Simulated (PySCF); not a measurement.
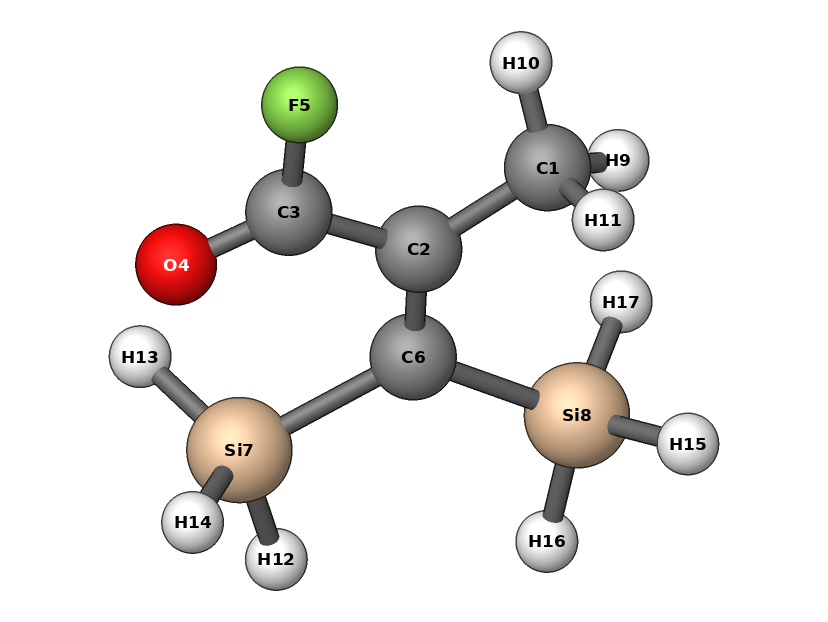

Computed geometry: GFN2-xTB optimisation. No frequency run is at hand to confirm it as a minimum. Level of theory: GIAO PBE0/pcSseg-1 NMR shielding, non-relativistic, gas phase (PySCF 2.14.0). Principal shieldings σ11 ≤ σ22 ≤ σ33, span Ω = σ33 − σ11, skew κ = 3(σiso − σ22)/Ω.

Give the shielding tensors of the O atoms.

```tsv
atom	σ11	σ22	σ33	σiso	Ω	κ
O4	−368.1	−228.5	263.2	−111.1	631.3	0.56
```

Shieldings and span in ppm.

The geometry is semi-empirical. Around Si such bond lengths and angles can be off by a tenth of an ångström or more and by several degrees, and values that hang on the shape move with them.
